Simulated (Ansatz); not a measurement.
Molecular dynamics of TaH3BrCl3O2 (part 5 of 5)

TaH3BrCl3O2; RKS PBE/def2-SVP (Ansatz 0.2.0). It belongs to a series of runs on one base structure; here: dynamics from the highest image of the converged band.

Geometry of the input (Å):
```
Ta -0.0235  -0.1201  -0.1762
O  2.0039  -0.0510  -0.1462
H  2.4270  0.0348  0.7324
Cl 0.2108  -0.6960  2.1262
Cl 0.1516  0.2082  -2.4798
O  -0.6064  1.6130  0.2274
H  -1.0897  2.0113  0.9741
Cl -2.0117  -1.3212  -0.3073
Br 1.3050  -2.8216  -0.7823
H  2.0951  -1.5164  -0.5331
```

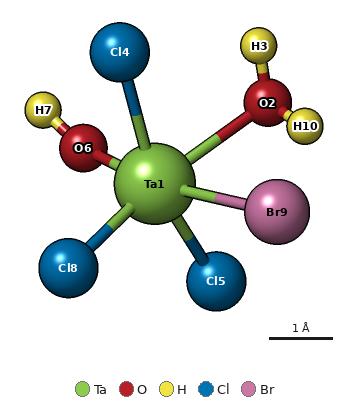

Fig. 1: The geometry at step 175 of the log (ball-and-stick view, seen at a tilt; atoms are numbered from 1 in the order of the input).

### Trajectory as extended XYZ, continued
```
10
Properties=species:S:1:pos:R:3:forces:R:3 step=148 time_fs=74.0 energy=-113264.70111 temperature=428.8
Ta   -0.0549   -0.2183   -0.1944    1.0735  -1.0727  -0.2205
O     2.3140   -0.0033   -0.1195   -0.0785  -0.1427   0.6107
H     2.6096   -0.0297    0.8330   -0.2925   0.0770  -0.6301
Cl    0.3102   -0.5383    2.1497    0.1270  -0.1125  -0.2127
Cl    0.2351    0.3621   -2.4509    0.0714  -0.1028   0.2479
O    -0.5474    1.5407    0.2252   -0.2488  -0.0198  -0.0997
H    -0.9480    2.2339    0.7815    0.1660  -0.1163  -0.0246
Cl   -2.0309   -1.3621   -0.3271   -0.0622   0.2632   0.0231
Br    1.2194   -2.7238   -0.7604   -0.4740   0.9251   0.2604
H     2.5594   -0.9283   -0.4548   -0.2819   0.3016   0.0453
10
Properties=species:S:1:pos:R:3:forces:R:3 step=151 time_fs=75.5 energy=-113264.70890 temperature=436.5
Ta   -0.0531   -0.2236   -0.1959    0.9212  -1.0134  -0.1894
O     2.3093    0.0058   -0.1162   -0.3614   1.1579   1.1782
H     2.6099   -0.0175    0.8359   -0.3334   0.1164  -0.6612
Cl    0.3148   -0.5338    2.1500    0.1286  -0.1290  -0.2068
Cl    0.2387    0.3646   -2.4505    0.0686  -0.0998   0.2489
O    -0.5466    1.5379    0.2297   -0.1337  -0.2452  -0.2615
H    -0.9337    2.2316    0.7874    0.0813   0.0257   0.0956
Cl   -2.0356   -1.3614   -0.3278   -0.0273   0.2851   0.0269
Br    1.2146   -2.7172   -0.7588   -0.5093   0.9312   0.2717
H     2.5493   -0.8832   -0.4369    0.1653  -1.0288  -0.5024
10
Properties=species:S:1:pos:R:3:forces:R:3 step=153 time_fs=76.5 energy=-113264.70946 temperature=437.5
Ta   -0.0519   -0.2271   -0.1970    0.8302  -0.9509  -0.1602
O     2.3059    0.0125   -0.1131   -0.5965   1.7021   1.0467
H     2.6062   -0.0080    0.8301   -0.2314   0.1262  -0.3064
Cl    0.3180   -0.5309    2.1502    0.1267  -0.1414  -0.2052
Cl    0.2411    0.3662   -2.4501    0.0661  -0.0996   0.2482
O    -0.5461    1.5359    0.2325   -0.0680  -0.3816  -0.3591
H    -0.9231    2.2302    0.7923    0.0350   0.1060   0.1650
Cl   -2.0387   -1.3609   -0.3282   -0.0047   0.2953   0.0285
Br    1.2113   -2.7127   -0.7577   -0.5146   0.9330   0.2757
H     2.5440   -0.8635   -0.4302    0.3571  -1.5890  -0.7333
10
Properties=species:S:1:pos:R:3:forces:R:3 step=156 time_fs=78.0 energy=-113264.75128 temperature=477.4
Ta   -0.0499   -0.2326   -0.1986    0.7295  -0.8077  -0.0991
O     2.3001    0.0245   -0.1074   -0.6892   1.1322  -0.0055
H     2.5971    0.0084    0.8175    0.0341   0.1002   0.5079
Cl    0.3228   -0.5267    2.1504    0.1185  -0.1634  -0.2034
Cl    0.2447    0.3686   -2.4494    0.0615  -0.1029   0.2443
O    -0.5455    1.5325    0.2363   -0.0446  -0.4525  -0.4020
H    -0.9066    2.2300    0.8026    0.0370   0.0942   0.1652
Cl   -2.0433   -1.3600   -0.3289    0.0272   0.2999   0.0293
Br    1.2062   -2.7057   -0.7560   -0.4882   0.9236   0.2735
H     2.5420   -0.8612   -0.4329    0.2142  -1.0236  -0.5104
10
Properties=species:S:1:pos:R:3:forces:R:3 step=159 time_fs=79.5 energy=-113264.78356 temperature=508.5
Ta   -0.0479   -0.2381   -0.2002    0.6671  -0.6258  -0.0289
O     2.2934    0.0380   -0.1018   -0.4695  -0.1960  -0.9996
H     2.5885    0.0270    0.8152    0.1812   0.0332   0.8928
Cl    0.3277   -0.5225    2.1504    0.1071  -0.1882  -0.1960
Cl    0.2483    0.3710   -2.4485    0.0564  -0.1090   0.2375
O    -0.5450    1.5285    0.2395   -0.0964  -0.3677  -0.3236
H    -0.8891    2.2316    0.8163    0.1088  -0.0644   0.0465
Cl   -2.0480   -1.3589   -0.3296    0.0553   0.2939   0.0291
Br    1.2011   -2.6985   -0.7542   -0.4313   0.9033   0.2635
H     2.5442   -0.8796   -0.4459   -0.1785   0.3207   0.0787
10
Properties=species:S:1:pos:R:3:forces:R:3 step=162 time_fs=81.0 energy=-113264.78655 temperature=511.8
Ta   -0.0458   -0.2437   -0.2018    0.6052  -0.4582   0.0286
O     2.2861    0.0512   -0.0974   -0.1075  -0.9874  -0.8898
H     2.5833    0.0462    0.8305    0.0284  -0.0409   0.3456
Cl    0.3327   -0.5184    2.1503    0.0983  -0.2120  -0.1795
Cl    0.2520    0.3732   -2.4475    0.0521  -0.1143   0.2288
O    -0.5447    1.5239    0.2423   -0.1386  -0.2749  -0.2414
H    -0.8694    2.2318    0.8310    0.1667  -0.2130  -0.0686
Cl   -2.0526   -1.3576   -0.3303    0.0801   0.2858   0.0294
Br    1.1958   -2.6910   -0.7523   -0.3764   0.8791   0.2529
H     2.5429   -0.8922   -0.4576   -0.4084   1.1356   0.4940
10
Properties=species:S:1:pos:R:3:forces:R:3 step=164 time_fs=82.0 energy=-113264.79379 temperature=518.9
Ta   -0.0444   -0.2475   -0.2028    0.5422  -0.3797   0.0516
O     2.2811    0.0594   -0.0951    0.0942  -1.0846  -0.4146
H     2.5804    0.0586    0.8457   -0.1481  -0.0832  -0.2402
Cl    0.3360   -0.5158    2.1501    0.0959  -0.2254  -0.1646
Cl    0.2545    0.3747   -2.4468    0.0501  -0.1158   0.2223
O    -0.5445    1.5207    0.2440   -0.1286  -0.2787  -0.2426
H    -0.8543    2.2296    0.8401    0.1661  -0.2329  -0.0833
Cl   -2.0557   -1.3567   -0.3307    0.0960   0.2840   0.0304
Br    1.1922   -2.6859   -0.7511   -0.3574   0.8616   0.2489
H     2.5375   -0.8880   -0.4600   -0.4103   1.2547   0.5920
10
Properties=species:S:1:pos:R:3:forces:R:3 step=167 time_fs=83.5 energy=-113264.82856 temperature=552.3
Ta   -0.0422   -0.2532   -0.2044    0.4017  -0.3247   0.0605
O     2.2738    0.0705   -0.0921    0.1456  -0.6138   0.2733
H     2.5730    0.0757    0.8629   -0.3142  -0.1240  -0.8032
Cl    0.3410   -0.5119    2.1499    0.0979  -0.2408  -0.1410
Cl    0.2582    0.3769   -2.4456    0.0479  -0.1144   0.2115
O    -0.5444    1.5155    0.2463   -0.0604  -0.3939  -0.3423
H    -0.8288    2.2224    0.8525    0.1110  -0.1314   0.0026
Cl   -2.0602   -1.3551   -0.3313    0.1199   0.2891   0.0328
Br    1.1867   -2.6780   -0.7491   -0.3599   0.8347   0.2498
H     2.5224   -0.8601   -0.4533   -0.1895   0.8192   0.4560
10
Properties=species:S:1:pos:R:3:forces:R:3 step=170 time_fs=85.0 energy=-113264.86318 temperature=585.4
Ta   -0.0399   -0.2589   -0.2060    0.2227  -0.3230   0.0481
O     2.2666    0.0808   -0.0888   -0.1889   0.5450   0.5921
H     2.5592    0.0902    0.8640   -0.2582  -0.1206  -0.6535
Cl    0.3462   -0.5083    2.1495    0.1028  -0.2528  -0.1202
Cl    0.2620    0.3790   -2.4442    0.0456  -0.1108   0.1990
O    -0.5444    1.5098    0.2480    0.0157  -0.5300  -0.4727
H    -0.8009    2.2124    0.8650    0.0458   0.0161   0.1298
Cl   -2.0646   -1.3533   -0.3319    0.1435   0.2999   0.0352
Br    1.1811   -2.6699   -0.7471   -0.3761   0.8089   0.2565
H     2.5036   -0.8158   -0.4373    0.2472  -0.3326  -0.0142
10
Properties=species:S:1:pos:R:3:forces:R:3 step=173 time_fs=86.5 energy=-113264.85911 temperature=582.0
Ta   -0.0377   -0.2647   -0.2076    0.0511  -0.3243   0.0330
O     2.2591    0.0918   -0.0847   -0.6831   1.6435   0.2947
H     2.5402    0.1021    0.8521   -0.0122  -0.0749   0.1416
Cl    0.3513   -0.5047    2.1491    0.1050  -0.2653  -0.1027
Cl    0.2658    0.3810   -2.4427    0.0423  -0.1084   0.1841
O    -0.5444    1.5034    0.2492    0.0369  -0.5240  -0.4922
H    -0.7719    2.2025    0.8802    0.0303   0.0417   0.1536
Cl   -2.0690   -1.3514   -0.3325    0.1652   0.3068   0.0364
Br    1.1754   -2.6616   -0.7450   -0.3714   0.7774   0.2616
H     2.4900   -0.7788   -0.4217    0.6359  -1.4726  -0.5101
10
Properties=species:S:1:pos:R:3:forces:R:3 step=175 time_fs=87.5 energy=-113264.86687 temperature=589.7
Ta   -0.0361   -0.2685   -0.2087   -0.0362  -0.3045   0.0279
O     2.2536    0.1003   -0.0817   -0.8125   1.5952  -0.2722
H     2.5270    0.1091    0.8447    0.1623  -0.0446   0.7301
Cl    0.3548   -0.5024    2.1487    0.1034  -0.2752  -0.0905
Cl    0.2684    0.3823   -2.4417    0.0395  -0.1085   0.1727
O    -0.5443    1.4987    0.2496    0.0188  -0.4183  -0.4171
H    -0.7523    2.1964    0.8921    0.0484  -0.0350   0.0844
Cl   -2.0719   -1.3500   -0.3329    0.1776   0.3052   0.0364
Br    1.1716   -2.6560   -0.7435   -0.3475   0.7455   0.2602
H     2.4880   -0.7699   -0.4167    0.6462  -1.4599  -0.5319
10
Properties=species:S:1:pos:R:3:forces:R:3 step=178 time_fs=89.0 energy=-113264.91072 temperature=631.4
Ta   -0.0339   -0.2744   -0.2103   -0.1186  -0.2399   0.0244
O     2.2446    0.1147   -0.0777   -0.4816   0.3953  -0.9276
H     2.5103    0.1188    0.8473    0.2177  -0.0357   0.9361
Cl    0.3601   -0.4992    2.1482    0.0981  -0.2918  -0.0661
Cl    0.2722    0.3842   -2.4400    0.0346  -0.1109   0.1545
O    -0.5442    1.4912    0.2497   -0.0176  -0.2018  -0.2474
H    -0.7218    2.1862    0.9111    0.0788  -0.1981  -0.0719
Cl   -2.0760   -1.3477   -0.3334    0.1920   0.2927   0.0356
Br    1.1658   -2.6473   -0.7413   -0.2834   0.6789   0.2505
H     2.4958   -0.7802   -0.4176    0.2800  -0.2887  -0.0881
10
Properties=species:S:1:pos:R:3:forces:R:3 step=181 time_fs=90.5 energy=-113264.92451 temperature=644.9
Ta   -0.0316   -0.2802   -0.2118   -0.1751  -0.1695   0.0106
O     2.2349    0.1296   -0.0748    0.1585  -0.7904  -0.6141
H     2.4978    0.1277    0.8683   -0.0101  -0.0467   0.1629
Cl    0.3654   -0.4961    2.1476    0.0937  -0.3074  -0.0326
Cl    0.2761    0.3860   -2.4382    0.0294  -0.1136   0.1361
O    -0.5442    1.4835    0.2495   -0.0232  -0.0642  -0.1452
H    -0.6897    2.1720    0.9287    0.0742  -0.2684  -0.1521
Cl   -2.0801   -1.3453   -0.3339    0.2021   0.2746   0.0350
Br    1.1598   -2.6385   -0.7390   -0.2057   0.6000   0.2378
H     2.5095   -0.7968   -0.4205   -0.1439   0.8856   0.3617
10
Properties=species:S:1:pos:R:3:forces:R:3 step=184 time_fs=92.0 energy=-113264.91315 temperature=634.4
Ta   -0.0293   -0.2861   -0.2134   -0.2575  -0.1461  -0.0276
O     2.2254    0.1435   -0.0727    0.6260  -1.2536   0.0898
H     2.4851    0.1357    0.8928   -0.2524  -0.0316  -0.6845
Cl    0.3708   -0.4932    2.1470    0.0945  -0.3183   0.0043
Cl    0.2799    0.3878   -2.4364    0.0249  -0.1138   0.1176
O    -0.5441    1.4757    0.2491    0.0055  -0.0669  -0.1826
H    -0.6561    2.1522    0.9433    0.0345  -0.1794  -0.0816
Cl   -2.0841   -1.3427   -0.3344    0.2103   0.2613   0.0353
Br    1.1539   -2.6294   -0.7367   -0.1456   0.5185   0.2288
H     2.5206   -0.7955   -0.4161   -0.3402   1.3299   0.5005
10
Properties=species:S:1:pos:R:3:forces:R:3 step=186 time_fs=93.0 energy=-113264.92495 temperature=645.8
Ta   -0.0278   -0.2900   -0.2145   -0.3412  -0.1702  -0.0683
O     2.2195    0.1519   -0.0713    0.7140  -1.1366   0.4095
H     2.4739    0.1406    0.9021   -0.3152  -0.0019  -0.9082
Cl    0.3745   -0.4914    2.1466    0.0981  -0.3222   0.0270
Cl    0.2825    0.3890   -2.4351    0.0221  -0.1118   0.1045
O    -0.5441    1.4704    0.2487    0.0290  -0.1068  -0.2541
H    -0.6332    2.1367    0.9520    0.0040  -0.0700   0.0186
Cl   -2.0866   -1.3409   -0.3348    0.2155   0.2578   0.0358
Br    1.1499   -2.6234   -0.7351   -0.1229   0.4653   0.2263
H     2.5241   -0.7793   -0.4074   -0.3033   1.1964   0.4089
10
Properties=species:S:1:pos:R:3:forces:R:3 step=189 time_fs=94.5 energy=-113264.96626 temperature=685.0
Ta   -0.0257   -0.2959   -0.2161   -0.5012  -0.2527  -0.1445
O     2.2114    0.1633   -0.0687    0.4429  -0.2988   0.5163
H     2.4516    0.1481    0.9004   -0.2343   0.0659  -0.5853
Cl    0.3800   -0.4888    2.1461    0.1053  -0.3243   0.0546
Cl    0.2864    0.3906   -2.4332    0.0177  -0.1069   0.0830
O    -0.5440    1.4623    0.2478    0.0497  -0.1042  -0.3113
H    -0.5988    2.1125    0.9655   -0.0276   0.0474   0.1267
Cl   -2.0904   -1.3380   -0.3352    0.2227   0.2590   0.0364
Br    1.1438   -2.6141   -0.7326   -0.1040   0.3882   0.2258
H     2.5246   -0.7354   -0.3878    0.0287   0.3263  -0.0018
10
Properties=species:S:1:pos:R:3:forces:R:3 step=192 time_fs=96.0 energy=-113264.96059 temperature=679.8
Ta   -0.0235   -0.3019   -0.2177   -0.6625  -0.3428  -0.2227
O     2.2039    0.1744   -0.0654   -0.1750   1.0037   0.2138
H     2.4246    0.1570    0.8872   -0.0162   0.1367   0.3284
Cl    0.3855   -0.4865    2.1455    0.1107  -0.3249   0.0760
Cl    0.2904    0.3922   -2.4311    0.0125  -0.1019   0.0591
O    -0.5439    1.4542    0.2464    0.0538   0.0571  -0.2023
H    -0.5651    2.0891    0.9815   -0.0448   0.0161   0.0734
Cl   -2.0940   -1.3350   -0.3357    0.2276   0.2600   0.0362
Br    1.1378   -2.6048   -0.7301   -0.0764   0.3075   0.2236
H     2.5262   -0.6853   -0.3686    0.5702  -1.0115  -0.5856
10
Properties=species:S:1:pos:R:3:forces:R:3 step=195 time_fs=97.5 energy=-113264.94301 temperature=663.5
Ta   -0.0215   -0.3079   -0.2193   -0.7779  -0.3846  -0.2897
O     2.1962    0.1867   -0.0619   -0.4356   1.3725  -0.2938
H     2.3971    0.1687    0.8807    0.1476   0.1541   1.0327
Cl    0.3911   -0.4843    2.1450    0.1123  -0.3263   0.0992
Cl    0.2943    0.3937   -2.4291    0.0061  -0.0990   0.0340
O    -0.5437    1.4461    0.2449    0.0612   0.3049   0.0212
H    -0.5323    2.0659    0.9989   -0.0684  -0.1053  -0.0944
Cl   -2.0974   -1.3318   -0.3361    0.2279   0.2521   0.0351
Br    1.1317   -2.5954   -0.7275   -0.0213   0.2059   0.2127
H     2.5394   -0.6553   -0.3613    0.7479  -1.3743  -0.7570
10
Properties=species:S:1:pos:R:3:forces:R:3 step=197 time_fs=98.5 energy=-113264.96705 temperature=686.0
Ta   -0.0202   -0.3119   -0.2204   -0.8217  -0.3747  -0.3281
O     2.1908    0.1959   -0.0598   -0.1224   0.7261  -0.4495
H     2.3803    0.1783    0.8876    0.1421   0.1203   0.9165
Cl    0.3949   -0.4829    2.1447    0.1118  -0.3276   0.1197
Cl    0.2969    0.3947   -2.4277    0.0013  -0.0983   0.0175
O    -0.5435    1.4409    0.2438    0.0716   0.4373   0.1475
H    -0.5112    2.0493    1.0096   -0.0905  -0.1607  -0.1846
Cl   -2.0996   -1.3296   -0.3364    0.2249   0.2408   0.0342
Br    1.1276   -2.5891   -0.7258    0.0304   0.1225   0.1995
H     2.5569   -0.6513   -0.3652    0.4525  -0.6858  -0.4727
10
Properties=species:S:1:pos:R:3:forces:R:3 step=200 time_fs=100.0 energy=-113264.97821 temperature=696.5
Ta   -0.0183   -0.3179   -0.2221   -0.8593  -0.3219  -0.3825
O     2.1826    0.2103   -0.0570    0.6493  -0.5231  -0.1560
H     2.3574    0.1948    0.9125    0.0216   0.0332   0.0271
Cl    0.4007   -0.4811    2.1443    0.1119  -0.3281   0.1574
Cl    0.3008    0.3962   -2.4257   -0.0062  -0.0981  -0.0058
O    -0.5431    1.4337    0.2424    0.0857   0.5117   0.2028
H    -0.4813    2.0217    1.0223   -0.1211  -0.1320  -0.1870
Cl   -2.1029   -1.3262   -0.3367    0.2163   0.2192   0.0335
Br    1.1216   -2.5796   -0.7231    0.1186  -0.0163   0.1745
H     2.5898   -0.6546   -0.3783   -0.2167   0.6553   0.1360
```
